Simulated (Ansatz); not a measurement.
```yaml
atoms:
  - { symbol: Na, position_ang: [-0.8444, 1.7603, -0.2270] }
  - { symbol: Na, position_ang: [-1.1141, -1.6022, 0.2227] }
  - { symbol: Na, position_ang: [1.9591, -0.1573, 0.0051] }
  - { symbol: H, position_ang: [-2.1303, 0.1711, -0.0046] }
  - { symbol: H, position_ang: [0.9181, -1.9151, 0.2385] }
  - { symbol: H, position_ang: [1.2117, 1.7433, -0.2346] }
```

Geometry: PBE0-D4/def2-TZVP.

Method: Ansatz, RKS PBE0-D4/def2-TZVP.

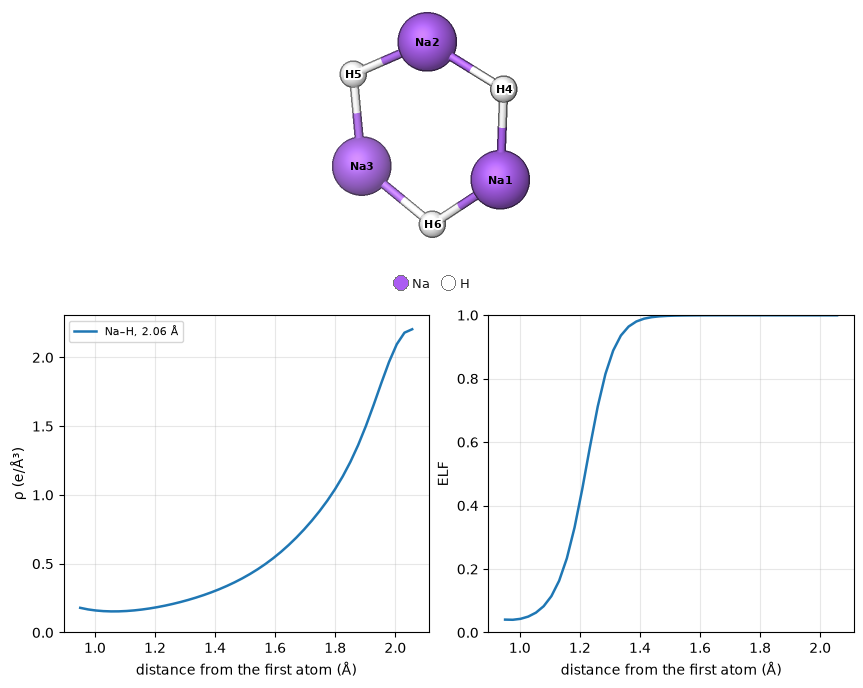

H3Na3. Total electron density and ELF along straight lines between neighbouring atoms. The curves leave out the atomic cores. The structure is drawn too.

Question: What can be read from the curves?

Answer: Na–H (2.06 Å): ρ is about 0.16 e/Å³ halfway; the ELF climbs to about 1 towards the hydrogen.
